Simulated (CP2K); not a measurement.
**BNH3F3 (SMILES [NH3+][B-](F)(F)F): PBE/TZV2P-MOLOPT-PBE-GTH (core potential)**

What is the energy change on altering one bond length of BNH3F3 at PBE/TZV2P-MOLOPT-PBE-GTH (core potential)? 

Program for the calculation: CP2K 2026.2.

## 1. The system as given

BNH3F3 has 8 atoms, charge 0, and is taken as a singlet. As SMILES, `[NH3+][B-](F)(F)F`. The coordinates come from a PBE0-D4/def2-TZVP relaxation.

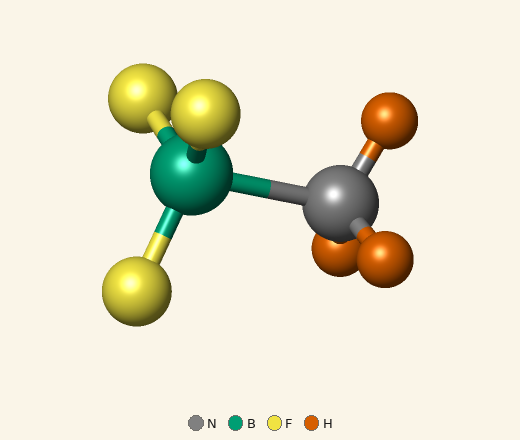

The structure, seen from a chosen angle (nitrogen grey, boron teal, fluorine yellow, hydrogen orange).

## 2. A single-point energy at PBE/TZV2P-MOLOPT-PBE-GTH (core potential)

molecule.xyz

```xyz
8

N     -0.501800    -0.052400     0.645700
B      0.531500     0.038700    -0.668100
F      1.521100    -0.860400    -0.378100
F     -0.251400    -0.312100    -1.733900
F      0.943600     1.343300    -0.679400
H     -1.280300     0.587300     0.522000
H     -0.006300     0.194600     1.496700
H     -0.864300    -0.996100     0.739300
```

calc.inp

```
&GLOBAL
  PROJECT_NAME calc
  RUN_TYPE ENERGY
  PRINT_LEVEL MEDIUM
&END GLOBAL

&FORCE_EVAL
  METHOD QUICKSTEP
  &DFT
    BASIS_SET_FILE_NAME BASIS_MOLOPT_UZH
    POTENTIAL_FILE_NAME POTENTIAL_UZH
    CHARGE 0
    MULTIPLICITY 1
    &QS
      METHOD GPW
      EPS_DEFAULT 1.0E-10
    &END QS
    &MGRID
      CUTOFF 400
      REL_CUTOFF 50
      NGRIDS 4
    &END MGRID
    &POISSON
      PERIODIC NONE
      POISSON_SOLVER MULTIPOLE
    &END POISSON
    &SCF
      SCF_GUESS ATOMIC
      EPS_SCF 1.0E-06
      MAX_SCF 40
      &OT ON
        MINIMIZER CG
        PRECONDITIONER FULL_SINGLE_INVERSE
      &END OT
      &OUTER_SCF
        EPS_SCF 1.0E-06
        MAX_SCF 8
      &END OUTER_SCF
    &END SCF
    &XC
      &XC_FUNCTIONAL PBE
      &END XC_FUNCTIONAL
    &END XC
    &PRINT
      &MOMENTS
        PERIODIC F
        REFERENCE COM
        MAX_MOMENT 1
      &END MOMENTS
      &MO_CUBES
        NLUMO 5
        NHOMO -1
        WRITE_CUBE F
      &END MO_CUBES
      &HIRSHFELD OFF
      &END HIRSHFELD
    &END PRINT
  &END DFT
  &SUBSYS
    &CELL
      ABC [angstrom] 9.8 9.3 10.2
      PERIODIC NONE
    &END CELL
    &TOPOLOGY
      COORD_FILE_NAME molecule.xyz
      COORD_FILE_FORMAT XYZ
      &CENTER_COORDINATES
      &END CENTER_COORDINATES
    &END TOPOLOGY
    &KIND N
      BASIS_SET TZV2P-MOLOPT-PBE-GTH-q5
      POTENTIAL GTH-PBE-q5
    &END KIND
    &KIND B
      BASIS_SET TZV2P-MOLOPT-PBE-GTH-q3
      POTENTIAL GTH-PBE-q3
    &END KIND
    &KIND F
      BASIS_SET TZV2P-MOLOPT-PBE-GTH-q7
      POTENTIAL GTH-PBE-q7
    &END KIND
    &KIND H
      BASIS_SET TZV2P-MOLOPT-PBE-GTH-q1
      POTENTIAL GTH-PBE-q1
    &END KIND
  &END SUBSYS
&END FORCE_EVAL
```

Launch:

```sh
$ OMP_NUM_THREADS=1 cp2k.psmp -i calc.inp -o calc.out
```

The log of the run:

```text
CP2K| version string:                                       CP2K version 2026.2
[...]
 GLOBAL| Method name                                                        CP2K
[...]
 GLOBAL| Run type                                                         ENERGY
[...]
 DFT| Spin restricted Kohn-Sham (RKS) calculation                            RKS
 DFT| Multiplicity                                                             1
[...]
 DFT| Charge                                                                   0
[...]
 FUNCTIONAL| PBE:
 QS| Method:                                                                 GPW
[...]
 QS| Density cutoff [a.u.]:                                                200.0
[...]
 QS| Relative density cutoff [a.u.]:                                        25.0
[...]
                             - Atoms:                                          8
[...]
                             - Spherical basis functions:                    187
[...]
 Number of electrons:                                                         32
[...]
     1 OT CG       0.80E-01    0.9     0.11780003       -83.5904651100 -8.36E+01
[...]
    32 OT CG       0.14E+00    0.9     0.00000086       -87.4956788194 -3.06E-10
  *** SCF run converged in    32 steps ***
[...]
  Overlap energy of the core charge distribution:               0.00000126009494
  Self energy of the core charge distribution:               -228.18066097727223
  Core Hamiltonian energy:                                     65.62632857621726
  Hartree energy:                                              93.88120513259020
  Exchange-correlation energy:                                -18.82255281105486
  Total energy:                                               -87.49567881942468
[...]
                     Mulliken Population Analysis
 #  Atom  Element  Kind  Atomic population                           Net charge
       1     N        1          4.857036                              0.142964
       2     B        2          2.246062                              0.753938
       3     F        3          7.354058                             -0.354058
       4     F        3          7.353932                             -0.353932
       5     F        3          7.354474                             -0.354474
       6     H        4          0.944817                              0.055183
       7     H        4          0.944737                              0.055263
       8     H        4          0.944882                              0.055118
 # Total charge                             32.000000                  0.000000
[...]
  Dipole moment [Debye]
    X= -0.3707921E+01 Y= -0.3327330E+00 Z=  0.4706346E+01  Total=      6.0007568
[...]
 HOMO - LUMO gap [eV] :    7.479907
 ENERGY| Total FORCE_EVAL ( QS ) energy [hartree]            -87.495678819424683
[...]
```

It took 50 s on 1 thread of Arm Neoverse V2, shared host; peak memory 0.75 GiB.

## 3. The distorted shape

job.inp

```
&GLOBAL
  PROJECT job
  RUN_TYPE ENERGY
  PRINT_LEVEL MEDIUM
&END

&FORCE_EVAL
  METHOD QS
  &DFT
    BASIS_SET_FILE_NAME BASIS_MOLOPT_UZH
    POTENTIAL_FILE_NAME POTENTIAL_UZH
    &QS
      METHOD GPW
      EPS_DEFAULT 1.0E-10
    &END
    &MGRID
      CUTOFF 400
      REL_CUTOFF 50
      NGRIDS 4
    &END
    ! no periodic images
    &POISSON
      PERIODIC NONE
      POISSON_SOLVER MULTIPOLE
    &END
    ! self-consistent field
    &SCF
      SCF_GUESS ATOMIC
      EPS_SCF 1.0E-06
      MAX_SCF 80
      ADDED_MOS 3
      &DIAGONALIZATION
        ALGORITHM STANDARD
      &END
      &MIXING
        METHOD BROYDEN_MIXING
        ALPHA 0.3
        NBUFFER 8
      &END
    &END
    ! functional
    &XC
      &XC_FUNCTIONAL PBE
      &END
    &END
    &PRINT
      &MOMENTS
        PERIODIC F
        REFERENCE COM
        MAX_MOMENT 1
      &END
      &MO ON
        ENERGIES T
        OCCUPATION_NUMBERS T
        NDIGITS 6
        &EACH
          QS_SCF 0
        &END
        ADD_LAST NUMERIC
      &END
      &HIRSHFELD OFF
      &END
    &END
  &END
  &SUBSYS
    &CELL
      ABC 9.8 9.3 10.9
      PERIODIC NONE
    &END
    &COORD
      SCALED T
      N    0.43651020   0.47569892   0.53889174
      B    0.54194898   0.48549462   0.41835963
      F    0.64292857   0.38881720   0.44496514
      F    0.46206122   0.44777419   0.32057982
      F    0.58400000   0.62577419   0.41732294
      H    0.35707143   0.54448387   0.52754312
      H    0.52751806   0.52350409   0.67942018
      H    0.39952041   0.37422581   0.54747890
    &END
    &KIND N
      BASIS_SET TZV2P-MOLOPT-PBE-GTH-q5
      POTENTIAL GTH-PBE-q5
    &END
    &KIND B
      BASIS_SET TZV2P-MOLOPT-PBE-GTH-q3
      POTENTIAL GTH-PBE-q3
    &END
    &KIND F
      BASIS_SET TZV2P-MOLOPT-PBE-GTH-q7
      POTENTIAL GTH-PBE-q7
    &END
    &KIND H
      BASIS_SET TZV2P-MOLOPT-PBE-GTH-q1
      POTENTIAL GTH-PBE-q1
    &END
  &END
&END
```

Launch:

```sh
$ OMP_NUM_THREADS=1 cp2k.psmp -i job.inp > job.out 2>&1
```

The log of the run, shortened:

```text
CP2K| version string:                                       CP2K version 2026.2
[...]
 GLOBAL| Method name                                                        CP2K
[...]
 GLOBAL| Run type                                                         ENERGY
[...]
 DFT| Spin restricted Kohn-Sham (RKS) calculation                            RKS
 DFT| Multiplicity                                                             1
[...]
 DFT| Charge                                                                   0
[...]
 FUNCTIONAL| PBE:
 QS| Method:                                                                 GPW
[...]
 QS| Density cutoff [a.u.]:                                                200.0
[...]
 QS| Relative density cutoff [a.u.]:                                        25.0
[...]
                             - Atoms:                                          8
[...]
                             - Spherical basis functions:                    187
[...]
 Number of electrons:                                                         32
[...]
     1 NoMix/Diag. 0.30E+00    1.0     1.41993190       -87.1028138236 -8.71E+01
[...]
    23 Broy./Diag. 0.30E+00    1.2     0.00000084       -87.3646633177 -2.51E-07
  *** SCF run converged in    23 steps ***
[...]
  Overlap energy of the core charge distribution:               0.00000117179927
  Self energy of the core charge distribution:               -228.18066097727223
  Core Hamiltonian energy:                                     65.20144578754501
  Hartree energy:                                              94.25501953631104
  Exchange-correlation energy:                                -18.64046883603318
  Total energy:                                               -87.36466331765006
[...]
                     Mulliken Population Analysis
 #  Atom  Element  Kind  Atomic population                           Net charge
       1     N        1          5.091413                             -0.091413
       2     B        2          2.198539                              0.801461
       3     F        3          7.353826                             -0.353826
       4     F        3          7.341443                             -0.341443
[...]
  Dipole moment [Debye]
    X= -0.3343402E+01 Y= -0.2091198E+00 Z=  0.4910620E+01  Total=      5.9444306
 ENERGY| Total FORCE_EVAL ( QS ) energy [hartree]            -87.364663317650056
[...]
```

It took 28 s on 1 thread of Arm Neoverse V2, shared host; peak memory 1.4 GiB.

## 4. What came out

Level: PBE/TZV2P-MOLOPT-PBE-GTH (core potential).

```
                                                         quantity         value
                                        first shape: total energy  -87.49568 Eh
                                       first shape: dipole moment        6.00 D
                                         first shape: HOMO energy      -8.13 eV
                                         first shape: LUMO energy      -0.65 eV
                                       first shape: HOMO–LUMO gap       7.48 eV
                                    distorted shape: total energy  -87.36466 Eh
                                   distorted shape: dipole moment        5.94 D
                                     distorted shape: HOMO energy      -8.10 eV
                                     distorted shape: LUMO energy      -5.58 eV
                                   distorted shape: HOMO–LUMO gap       2.52 eV
energy change with the N1–H7 bond stretched from 1.015 to 1.827 Å      3.565 eV
```

In words: With the N1–H7 bond stretched from 1.015 to 1.827 Å the energy rises by 3.57 eV (82 kcal/mol). The first shape isn't relaxed at this level, so the change isn't measured from a minimum.
